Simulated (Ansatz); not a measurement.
## Geometry relaxation of C2H4FGa (charge +1) (part 2 of 2)

Continued. System: C2H4FGa, charge +1, multiplicity 2. Method: HF/3-21G, UHF (Ansatz 0.2.0). The starting geometry was optimised with HF/3-21G.

Geometry of the input (Å):
```
C  -0.8304  1.1632  0.0615
C  0.3455  0.5672  -0.0671
Ga 0.5286  -1.3588  -0.0147
F  2.0910  -2.0264  -0.1912
H  -1.7403  0.6063  0.2012
H  -0.9494  2.2319  0.0346
H  1.2062  1.2006  -0.2034
H  -0.6513  -2.3842  0.1791
```

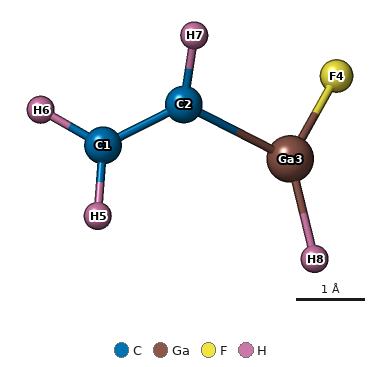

Figure 1. The geometry at step 20 of the log (ball-and-stick view, seen at a tilt; atoms are numbered from 1 in the order of the input).

```
mean field -56875.01275364 eV, -2090.1181674279 hartree, gradient 2.5e-5 eV, S^2 0.784074; 1 other end points of the search recorded, 0 dependent functions left out
the calculation of the forces begins
reference -56875.01275364 eV, -2090.1181674279 hartree; 28, 27 occupied and 30, 31 virtual orbitals, 682 factors
Total energy: -56875.01275364 eV, -2090.1181674279 hartree
Atom 0 at    -0.833585     1.220934    -0.067726 Å, force     0.005629    -0.003775     0.001796 eV/Å
Atom 1 at     0.260876     0.508028     0.307226 Å, force    -0.004540     0.004013    -0.001437 eV/Å
Atom 2 at     0.537804    -1.517074    -0.018583 Å, force     0.006559    -0.000837    -0.002726 eV/Å
Atom 3 at     1.859306    -1.714628    -1.039323 Å, force    -0.005958     0.000829     0.003928 eV/Å
Atom 4 at    -1.834136     0.840834     0.050253 Å, force     0.002326     0.002062    -0.000604 eV/Å
Atom 5 at    -0.733665     2.186273    -0.539194 Å, force    -0.001925    -0.000935     0.000465 eV/Å
Atom 6 at     1.144200     1.020347     0.669127 Å, force    -0.002014    -0.001348    -0.000746 eV/Å
Atom 7 at    -0.400901    -2.544913     0.638320 Å, force    -0.000078    -0.000008    -0.000675 eV/Å
Dipole moment:    -0.949047     1.221349     0.452492 e Å
```

Trajectory as extended XYZ (Å, eV, eV/Å), 13 of the 39 frames kept, from step=1 to step=39
```
8
Properties=species:S:1:pos:R:3:forces:R:3 step=1 energy=-56874.33149
C    -0.8304    1.1632    0.0615   -4.5621   2.6531   0.4853
C     0.3455    0.5672   -0.0671    4.2286  -0.7758  -0.5167
Ga    0.5286   -1.3588   -0.0147    0.8141  -3.2636   0.0234
F     2.0910   -2.0264   -0.1912   -0.5012   0.7303   0.0362
H    -1.7403    0.6063    0.2012   -0.0103  -0.0208   0.0023
H    -0.9494    2.2319    0.0346   -0.0197   0.0460   0.0006
H     1.2062    1.2006   -0.2034    0.0550   0.0620  -0.0092
H    -0.6513   -2.3842    0.1791   -0.0045   0.5688  -0.0219
8
Properties=species:S:1:pos:R:3:forces:R:3 step=4 energy=-56874.78053
C    -0.8805    1.2290    0.0659   -0.0077  -0.0066  -0.0106
C     0.3367    0.5195   -0.0633   -0.0201   0.0170   0.0080
Ga    0.5527   -1.5310   -0.0118   -0.0041   0.0076  -0.0094
F     2.1797   -1.9163   -0.2080   -0.0001   0.0040   0.0005
H    -1.8100    0.7101    0.2104    0.0166  -0.0038   0.0109
H    -0.9225    2.3025    0.0224    0.0195  -0.0122  -0.0092
H     1.2120    1.1381   -0.1985    0.0020   0.0075   0.0071
H    -0.6681   -2.4521    0.1829   -0.0061  -0.0134   0.0028
8
Properties=species:S:1:pos:R:3:forces:R:3 step=7 energy=-56874.87608
C    -0.8865    1.2283    0.0395    0.6557  -0.9081   0.7991
C     0.3334    0.5186   -0.0063   -1.2426   0.9359  -0.1565
Ga    0.5429   -1.5375   -0.1156   -0.2174   0.0223   0.1996
F     2.1773   -1.8960   -0.2080    0.2648  -0.0312  -0.1181
H    -1.7692    0.7684    0.5136    0.6508   0.4846  -0.5324
H    -0.9593    2.2526   -0.3063   -0.1240  -0.3676  -0.1805
H     1.2299    1.1280   -0.0205    0.0528  -0.1451   0.0831
H    -0.6686   -2.4626    0.1037   -0.0400   0.0093  -0.0942
8
Properties=species:S:1:pos:R:3:forces:R:3 step=11 energy=-56874.99740
C    -0.8623    1.2133    0.0610    0.0449  -0.1317  -0.0112
C     0.3189    0.5413    0.1299   -0.1196   0.0920   0.0247
Ga    0.5324   -1.5203   -0.0533   -0.0608  -0.0057  -0.0341
F     2.1503   -1.8209   -0.3942    0.0242   0.0200  -0.0020
H    -1.7540    0.8539    0.5461    0.0021  -0.0168   0.0020
H    -0.9655    2.1133   -0.5244    0.0434   0.0279  -0.0028
H     1.2552    1.0844    0.1321    0.0481  -0.0183  -0.0057
H    -0.6750   -2.4651    0.1029    0.0176   0.0325   0.0290
8
Properties=species:S:1:pos:R:3:forces:R:3 step=14 energy=-56875.00175
C    -0.8586    1.2066    0.0404    0.0098  -0.0106  -0.0112
C     0.3141    0.5377    0.1673    0.0079  -0.0413   0.0215
Ga    0.5189   -1.5188   -0.0522    0.2268   0.0186  -0.0724
F     2.1213   -1.7651   -0.5150   -0.2013  -0.0139   0.0467
H    -1.7802    0.8363    0.4578    0.0270   0.0086   0.0129
H    -0.9190    2.1179   -0.5323   -0.0130   0.0423  -0.0269
H     1.2634    1.0575    0.2260   -0.0639   0.0067   0.0205
H    -0.6600   -2.4723    0.2081    0.0068  -0.0104   0.0087
8
Properties=species:S:1:pos:R:3:forces:R:3 step=17 energy=-56875.00731
C    -0.8565    1.2078    0.0118    0.0018   0.0028  -0.0129
C     0.3058    0.5328    0.2047   -0.0243   0.0369   0.0337
Ga    0.5298   -1.5154   -0.0506    0.1064  -0.0341  -0.0237
F     2.0774   -1.7751   -0.6624   -0.1368   0.0160   0.0400
H    -1.8050    0.8326    0.3623    0.0580   0.0017  -0.0318
H    -0.8774    2.1344   -0.5431   -0.0004  -0.0224   0.0310
H     1.2391    1.0641    0.3551   -0.0404  -0.0295  -0.0246
H    -0.6131   -2.4812    0.3223    0.0357   0.0285  -0.0117
8
Properties=species:S:1:pos:R:3:forces:R:3 step=20 energy=-56875.00754 accepted=F
C    -0.8510    1.2138   -0.0076    0.0252  -0.1197  -0.0478
C     0.3008    0.5307    0.2273   -0.0817   0.0823   0.0813
Ga    0.5315   -1.5131   -0.0498    0.1129  -0.0435  -0.0182
F     2.0363   -1.7677   -0.7638   -0.1605   0.0260   0.0575
H    -1.8138    0.8264    0.2876    0.0605   0.0075  -0.0202
H    -0.8565    2.1469   -0.5506    0.0602   0.0123   0.0603
H     1.2264    1.0511    0.4497   -0.0605  -0.0031  -0.0829
H    -0.5739   -2.4883    0.4073    0.0439   0.0383  -0.0300
8
Properties=species:S:1:pos:R:3:forces:R:3 step=23 energy=-56875.01064
C    -0.8504    1.2101   -0.0137    0.0023  -0.0324  -0.0095
C     0.2961    0.5279    0.2411   -0.0032   0.0290   0.0078
Ga    0.5348   -1.5136   -0.0394   -0.0181  -0.0051   0.0119
F     2.0154   -1.7632   -0.7948    0.0015   0.0014  -0.0066
H    -1.8184    0.8218    0.2575    0.0201   0.0210  -0.0109
H    -0.8337    2.1516   -0.5415   -0.0049  -0.0087   0.0152
H     1.2152    1.0578    0.4623   -0.0149  -0.0197  -0.0045
H    -0.5591   -2.4925    0.4287    0.0171   0.0145  -0.0035
8
Properties=species:S:1:pos:R:3:forces:R:3 step=26 energy=-56875.01156
C    -0.8423    1.2109   -0.0453    0.0382   0.0212   0.0923
C     0.2813    0.5206    0.2793   -0.0138  -0.0443  -0.0290
Ga    0.5369   -1.5148   -0.0256    0.1068   0.0070  -0.0791
F     1.9431   -1.7367   -0.9262   -0.1216   0.0138   0.0824
H    -1.8272    0.8258    0.1590   -0.0036   0.0075  -0.0427
H    -0.7829    2.1647   -0.5460   -0.0249  -0.0093  -0.0243
H     1.1834    1.0435    0.5712    0.0040   0.0037  -0.0005
H    -0.4923   -2.5143    0.5337    0.0150   0.0005   0.0010
8
Properties=species:S:1:pos:R:3:forces:R:3 step=29 energy=-56875.01235
C    -0.8413    1.2159   -0.0462    0.0251   0.0038  -0.0006
C     0.2767    0.5164    0.2796   -0.0188   0.0088  -0.0008
Ga    0.5339   -1.5147   -0.0298    0.0393  -0.0081   0.0021
F     1.9292   -1.7344   -0.9422   -0.0197   0.0020   0.0021
H    -1.8303    0.8305    0.1333   -0.0147  -0.0014   0.0018
H    -0.7754    2.1736   -0.5388   -0.0010  -0.0017  -0.0009
H     1.1768    1.0349    0.5864   -0.0010  -0.0010  -0.0003
H    -0.4697   -2.5224    0.5578   -0.0090  -0.0023  -0.0033
8
Properties=species:S:1:pos:R:3:forces:R:3 step=33 energy=-56875.01260
C    -0.8384    1.2182   -0.0544   -0.0393   0.0006  -0.0029
C     0.2697    0.5127    0.2909    0.0157   0.0021   0.0067
Ga    0.5383   -1.5165   -0.0233   -0.0228  -0.0053   0.0090
F     1.9034   -1.7266   -0.9814    0.0078  -0.0002  -0.0056
H    -1.8341    0.8375    0.1026    0.0297   0.0021  -0.0022
H    -0.7591    2.1782   -0.5408    0.0076  -0.0038   0.0021
H     1.1644    1.0290    0.6184   -0.0091  -0.0045  -0.0031
H    -0.4443   -2.5327    0.5881    0.0105   0.0091  -0.0041
8
Properties=species:S:1:pos:R:3:forces:R:3 step=36 energy=-56875.01270
C    -0.8359    1.2193   -0.0614   -0.0085   0.0056  -0.0017
C     0.2654    0.5103    0.2997    0.0046   0.0048   0.0032
Ga    0.5376   -1.5167   -0.0208    0.0154  -0.0118  -0.0114
F     1.8810   -1.7197   -1.0124   -0.0255   0.0029   0.0180
H    -1.8342    0.8389    0.0752    0.0115   0.0004  -0.0007
H    -0.7455    2.1822   -0.5401    0.0005  -0.0058   0.0021
H     1.1542    1.0250    0.6450   -0.0084  -0.0059  -0.0029
H    -0.4226   -2.5395    0.6149    0.0104   0.0100  -0.0066
8
Properties=species:S:1:pos:R:3:forces:R:3 step=39 energy=-56875.01275
C    -0.8336    1.2209   -0.0677    0.0056  -0.0038   0.0018
C     0.2609    0.5080    0.3072   -0.0045   0.0040  -0.0014
Ga    0.5378   -1.5171   -0.0186    0.0066  -0.0008  -0.0027
F     1.8593   -1.7146   -1.0393   -0.0060   0.0008   0.0039
H    -1.8341    0.8408    0.0503    0.0023   0.0021  -0.0006
H    -0.7337    2.1863   -0.5392   -0.0019  -0.0009   0.0005
H     1.1442    1.0203    0.6691   -0.0020  -0.0014  -0.0007
H    -0.4009   -2.5449    0.6383   -0.0001   0.0000  -0.0007
```

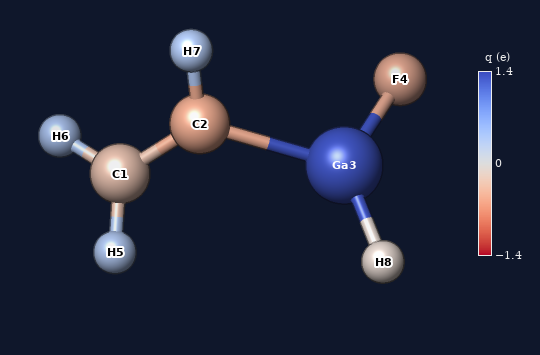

Figure 2. Mulliken charges, as the colour of each atom (ball-and-stick view, seen on its broad side; atoms are numbered from 1 in the order of the input; Mulliken charges depend strongly on the basis). By element: C −0.51 to −0.29, Ga +1.31, F −0.49 and H −0.09 to +0.36 e.

Key numbers

```csv
quantity,value
outcome,converged
total energy,−2090.118167 hartree
basis functions,58
largest force,0.007 eV/Å
⟨S²⟩,0.784
SCF solution under orbital rotations,stable
hardware,"1 thread of Arm Neoverse V1, 24 GiB of memory available, shared host"
wall time,64 s
peak memory,0.14 GiB
```
